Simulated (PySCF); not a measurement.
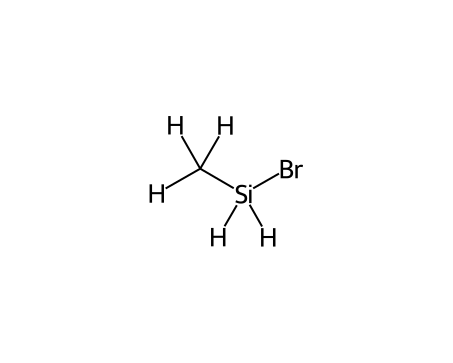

Structural formula above. The geometry was computed by an optimisation with PBE0-D3(BJ)/def2-SVP. No frequency run is at hand to confirm it as a minimum.

Describe the 3D structure.

Formula CH5BrSi. As SMILES it reads `C[SiH2]Br`. It has no ring. Among its groups: Si–H bond. The point group is Cs. Coordination: 1 C tetrahedral; 1 Si tetrahedral.

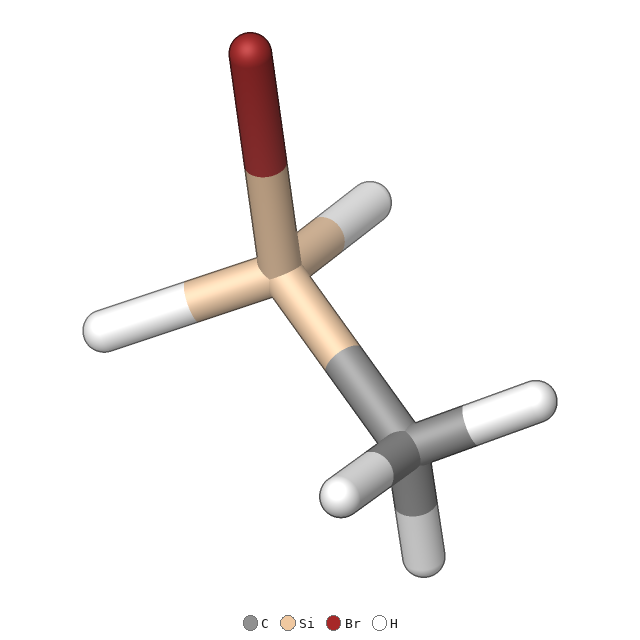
